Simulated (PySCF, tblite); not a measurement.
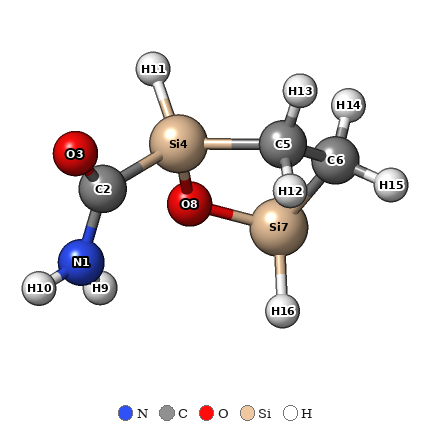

First-order isotropic EPR spectrum (fast tumbling, first derivative) of C₃H₈NO₂Si₂, SMILES NC(=O)[Si@H]1CC[SiH]O1, doublet at 9.30 GHz, Lorentzian lines of 0.16 mT full width at half height, from computed g and hyperfine couplings (B3LYP/pcH-1, PySCF 2.14.0, at a GFN2-xTB geometry (a minimum by its frequencies), gas phase); values of one conformer, averaged over methyl-type rotors alone; other conformers aren't averaged in; no vibrational averaging; dilute isotopes left out. The SMILES is one Lewis form and needn't show where the spin sits.

Question: Give g and the hyperfine couplings.

Answer: g_iso = 2.0025, which centres the spectrum at 331.8 mT; it spans 6.0 mT.

| nuclei | isotope | a (mT) | a (MHz) |
| --- | --- | --- | --- |
| H16 | ¹H | 5.25 | 147.1 |
| H13 | ¹H | 0.34 | 9.5 |
| H14 | ¹H | 0.24 | 6.7 |
| H15 | ¹H | 0.15 | 4.2 |
| H11 | ¹H | −0.03 | −1.0 |
| H12 | ¹H | −0.02 | −0.7 |

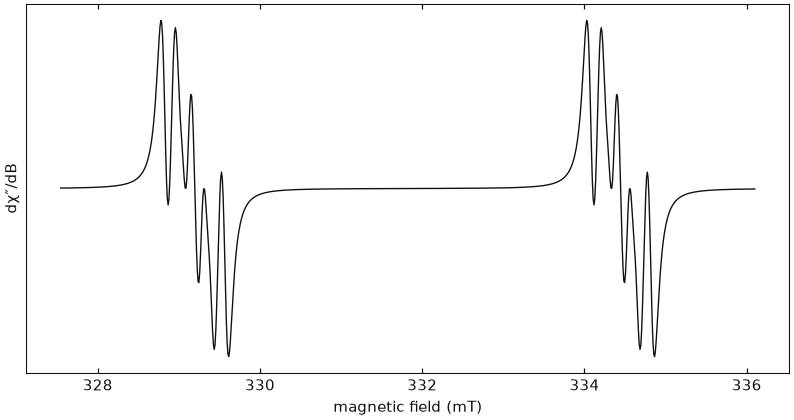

Note: the tight-binding geometry is rougher than a DFT one and adds to the error.
